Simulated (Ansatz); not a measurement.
# B2PLYP/def2-TZVPPD run of P2 (diphosphorus)

What is the electronic atomisation energy of P2 (diphosphorus) at B2PLYP/def2-TZVPPD? 

Program for the calculation: Ansatz 0.2.0.

16 further runs of the same task are left out: 16 set aside as unsound or not needed.

### 1 The structure to begin with

P2: 2 atoms, total charge 0, spin state singlet. As SMILES, `P#P`. The bond length is the measured one.

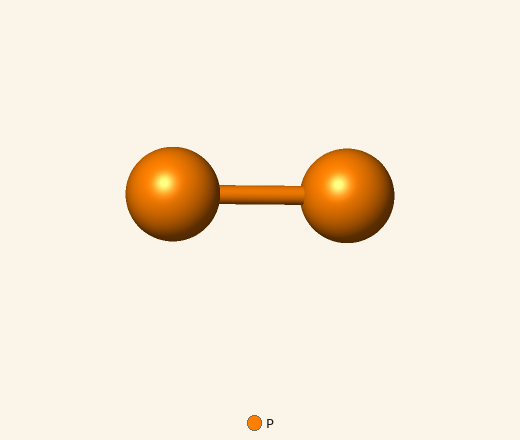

The structure, seen from a chosen angle (phosphorus orange).

### 2 The energy at B2PLYP/def2-TZVPPD

File in.yaml:

```yaml
crystal:
  periodic: [false, false, false]
  atoms:
    - {symbol: P, position_ang: [0.000000, 0.000000, 0.000000]}
    - {symbol: P, position_ang: [0.000000, 0.000000, 1.893400]}
basis:
  gaussian: {orbitals: def2-TZVPPD.json}
hamiltonian: {xc: {name: B2PLYP}}
correlation: {frozen_orbitals: {P: 5}}
accuracy: high
output: {orbitals: {seedname: orbitals}}
```

The basis set def2-TZVPPD is read from a file made from the Basis Set Exchange's data (not shown).

Command:

```sh
$ ansatz run in.yaml --threads 1 --pin off --max-ram 3480MiB --events-out events.jsonl --progress --plain --runs-dir runs
```

Standard output:

```text
Warning: RAYON_NUM_THREADS=1 ignored (pool sized by the plan → 1); use --threads N
Functional definition: B2PLYP
  name "B2PLYP"
  parameter a = 0.53
  parameter c = 0.27
  exchange = (1 - a)*b88_x + a*exact_x
  correlation = (1 - c)*lyp_c + c*(mp2_os + mp2_ss)
1257 factors; integrals over basis functions are off by at most 3.3e-9 eV
mean field evaluation 1: about -18567.9617 eV, gradient 1.2e1 eV
mean field evaluation 2: about -18567.9635 eV, gradient 1.2e1 eV
mean field evaluation 4: about -18568.3292 eV, gradient 4.3e-1 eV
mean field evaluation 8: about -18568.3305 eV, gradient 2.6e-3 eV
mean field evaluation 16: about -18568.3305 eV, gradient 3.1e-8 eV
mean field -18568.33050990 eV, -682.3735601724 hartree, gradient 2.5e-8 eV, S^2 0.000000; 0 other end points of the search recorded, 0 dependent functions left out
10 core orbitals not correlated: weight in the atoms' cores, before any rotation towards them, 1.000 or more for the frozen orbitals, at most 0.000 for the correlated occupied ones
reference -18568.33052662 eV, -682.3735607867 hartree; 5, 5 occupied and 81, 81 virtual orbitals, 1257 factors
second order -9.91279809 eV of doubles, -0.00000000 eV of singles
Total energy: -18571.00698210 eV, -682.4719187116 hartree
```

It took 3.6 s on 1 thread of Intel Xeon Platinum 8488C (Sapphire Rapids), shared host; peak memory 0.2 GiB.

### 3 The P atom at the same level

File in.yaml:

```yaml
crystal:
  periodic: [false, false, false]
  atoms:
    - {symbol: P, position_ang: [0.000000, 0.000000, 0.000000]}
basis:
  gaussian: {orbitals: def2-TZVPPD.json}
magnetization: {spin_polarized: true, initial_magnetization: 3}
hamiltonian: {xc: {name: B2PLYP}}
correlation: {frozen_orbitals: {P: 5}}
accuracy: high
```

The basis set def2-TZVPPD is read from a file made from the Basis Set Exchange's data (not shown).

Run the same way, it converges to -341.14380 Eh (log not shown).

### 4 What came out

At B2PLYP/def2-TZVPPD, 10 core orbitals frozen:

| quantity | value |
| --- | --- |
| molecule: total energy | -682.47192 Eh |
| molecule: HOMO energy (SCF part's orbitals) | -8.76 eV |
| molecule: LUMO energy (SCF part's orbitals) | -1.39 eV |
| molecule: HOMO–LUMO gap (SCF part's orbitals) | 7.36 eV |
| P atom: total energy | -341.14380 Eh |
| P atom: ⟨S²⟩ | 3.751 |
| electronic atomisation energy | 5.016 eV |

**Reading.** Taking the molecule apart into free atoms costs 5.02 eV (484 kJ/mol), before zero-point energy and without spin-orbit coupling.
